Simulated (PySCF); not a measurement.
Breaking a bond: SiS, singlet.

- UHF/cc-pVTZ (PySCF)
- UKS-r2SCAN = unrestricted r2SCAN/cc-pVTZ (PySCF)
- RKS-PBE0 = restricted PBE0/cc-pVTZ run with PySCF

Magnitude of the dipole moment (D; its direction can reverse along the curve, and a method can change to another solution) and Mulliken charge of the fragment that holds Si1:

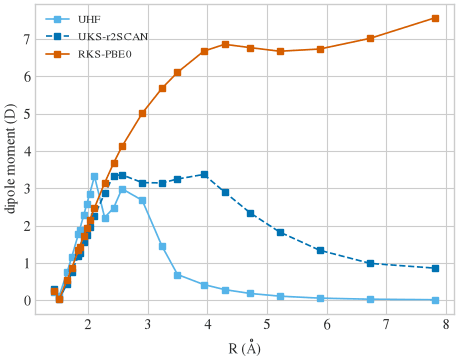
Figure: Dipole moment against bond length.

```json
[
 {"R / Å": "1.44", "μ UHF": "0.23", "q UHF": "-0.12", "μ UKS-r2SCAN": "0.31", "q UKS-r2SCAN": "-0.09", "μ RKS-PBE0": "0.24", "q RKS-PBE0": "-0.15"},
 {"R / Å": "1.52", "μ UHF": "0.12", "q UHF": "-0.06", "μ UKS-r2SCAN": "0.04", "q UKS-r2SCAN": "-0.05", "μ RKS-PBE0": "0.04", "q RKS-PBE0": "-0.10"},
 {"R / Å": "1.65", "μ UHF": "0.75", "q UHF": "0.04", "μ UKS-r2SCAN": "0.44", "q UKS-r2SCAN": "0.03", "μ RKS-PBE0": "0.54", "q RKS-PBE0": "-0.01"},
 {"R / Å": "1.73", "μ UHF": "1.17", "q UHF": "0.11", "μ UKS-r2SCAN": "0.76", "q UKS-r2SCAN": "0.08", "μ RKS-PBE0": "0.87", "q RKS-PBE0": "0.05"},
 {"R / Å": "1.84", "μ UHF": "1.77", "q UHF": "0.20", "μ UKS-r2SCAN": "1.20", "q UKS-r2SCAN": "0.15", "μ RKS-PBE0": "1.34", "q RKS-PBE0": "0.14"},
 {"R / Å": "1.86", "μ UHF": "1.89", "q UHF": "0.22", "μ UKS-r2SCAN": "1.28", "q UKS-r2SCAN": "0.16", "μ RKS-PBE0": "1.42", "q RKS-PBE0": "0.15"},
 {"R / Å": "1.93", "μ UHF": "2.29", "q UHF": "0.27", "μ UKS-r2SCAN": "1.56", "q UKS-r2SCAN": "0.20", "μ RKS-PBE0": "1.72", "q RKS-PBE0": "0.20"},
 {"R / Å": "1.98", "μ UHF": "2.57", "q UHF": "0.31", "μ UKS-r2SCAN": "1.76", "q UKS-r2SCAN": "0.22", "μ RKS-PBE0": "1.94", "q RKS-PBE0": "0.23"},
 {"R / Å": "2.03", "μ UHF": "2.86", "q UHF": "0.34", "μ UKS-r2SCAN": "1.95", "q UKS-r2SCAN": "0.25", "μ RKS-PBE0": "2.15", "q RKS-PBE0": "0.26"},
 {"R / Å": "2.11", "μ UHF": "3.32", "q UHF": "0.39", "μ UKS-r2SCAN": "2.26", "q UKS-r2SCAN": "0.28", "μ RKS-PBE0": "2.48", "q RKS-PBE0": "0.29"},
 {"R / Å": "2.28", "μ UHF": "2.22", "q UHF": "0.29", "μ UKS-r2SCAN": "2.87", "q UKS-r2SCAN": "0.32", "μ RKS-PBE0": "3.15", "q RKS-PBE0": "0.34"},
 {"R / Å": "2.43", "μ UHF": "2.48", "q UHF": "0.31", "μ UKS-r2SCAN": "3.34", "q UKS-r2SCAN": "0.34", "μ RKS-PBE0": "3.68", "q RKS-PBE0": "0.36"},
 {"R / Å": "2.57", "μ UHF": "2.99", "q UHF": "0.33", "μ UKS-r2SCAN": "3.36", "q UKS-r2SCAN": "0.31", "μ RKS-PBE0": "4.12", "q RKS-PBE0": "0.37"},
 {"R / Å": "2.91", "μ UHF": "2.68", "q UHF": "0.22", "μ UKS-r2SCAN": "3.15", "q UKS-r2SCAN": "0.24", "μ RKS-PBE0": "5.02", "q RKS-PBE0": "0.37"},
 {"R / Å": "3.24", "μ UHF": "1.45", "q UHF": "0.09", "μ UKS-r2SCAN": "3.15", "q UKS-r2SCAN": "0.21", "μ RKS-PBE0": "5.68", "q RKS-PBE0": "0.36"},
 {"R / Å": "3.50", "μ UHF": "0.69", "q UHF": "-0.03", "μ UKS-r2SCAN": "3.25", "q UKS-r2SCAN": "0.20", "μ RKS-PBE0": "6.11", "q RKS-PBE0": "0.35"},
 {"R / Å": "3.94", "μ UHF": "0.42", "q UHF": "-0.01", "μ UKS-r2SCAN": "3.37", "q UKS-r2SCAN": "0.18", "μ RKS-PBE0": "6.68", "q RKS-PBE0": "0.34"},
 {"R / Å": "4.29", "μ UHF": "0.29", "q UHF": "-0.01", "μ UKS-r2SCAN": "2.90", "q UKS-r2SCAN": "0.14", "μ RKS-PBE0": "6.86", "q RKS-PBE0": "0.33"},
 {"R / Å": "4.72", "μ UHF": "0.18", "q UHF": "0.00", "μ UKS-r2SCAN": "2.34", "q UKS-r2SCAN": "0.10", "μ RKS-PBE0": "6.77", "q RKS-PBE0": "0.30"},
 {"R / Å": "5.21", "μ UHF": "0.11", "q UHF": "0.00", "μ UKS-r2SCAN": "1.83", "q UKS-r2SCAN": "0.07", "μ RKS-PBE0": "6.67", "q RKS-PBE0": "0.27"},
 {"R / Å": "5.88", "μ UHF": "0.06", "q UHF": "0.00", "μ UKS-r2SCAN": "1.34", "q UKS-r2SCAN": "0.05", "μ RKS-PBE0": "6.73", "q RKS-PBE0": "0.24"},
 {"R / Å": "6.73", "μ UHF": "0.03", "q UHF": "0.00", "μ UKS-r2SCAN": "0.99", "q UKS-r2SCAN": "0.03", "μ RKS-PBE0": "7.02", "q RKS-PBE0": "0.22"},
 {"R / Å": "7.81", "μ UHF": "0.02", "q UHF": "0.00", "μ UKS-r2SCAN": "0.86", "q UKS-r2SCAN": "0.02", "μ RKS-PBE0": "7.57", "q RKS-PBE0": "0.20"}
]
```

The unrestricted solution behind UHF changes between 2.57 and 2.91 Å, which can leave a kink. The unrestricted determinant behind UHF is spin-contaminated at 2.28 to 7.81 Å (<S²> up to 2.0, against 0.00 for a pure singlet). The unrestricted determinant behind UKS-r2SCAN is spin-contaminated at 2.57 to 7.81 Å (<S²> up to 2.0, against 0.00 for a pure singlet). At the longest distance RKS-PBE0 leaves fractional charges on the fragments, a sign of delocalisation error or of the restricted form. The restricted form behind RKS-PBE0 keeps the bonding electrons paired and can't separate into open-shell fragments.
